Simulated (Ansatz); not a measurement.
## A computed series for Ge: response to strain

Take Ge (space group Im-3m, No. 229; a = 7.0054 Å; a model cell, its experimental status unchecked) as the base.

Strains are applied to the cell and any free atomic positions relax.

The values are results of PBEsol/PAW in Ansatz (a quantum-chemistry and plane-wave program), no SOC, not measurements.

Notes on the quantities. energy relative to the base: free energy F.

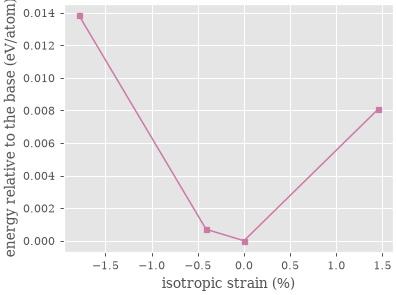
Figure: Energy relative to the base against isotropic strain

**Question.** From the plot, what is the energy relative to the base for isotropic strain +1.45 %?

**Answer.** About 0.008 eV/atom.

**Question.** Is the trend monotonic over the range shown?

**Answer.** No, it turns within the range, spanning 0 meV/atom to +14 meV/atom.

Whether these cells are dynamically stable was not tested. This is not the structure that Ge has at room temperature and ambient pressure.
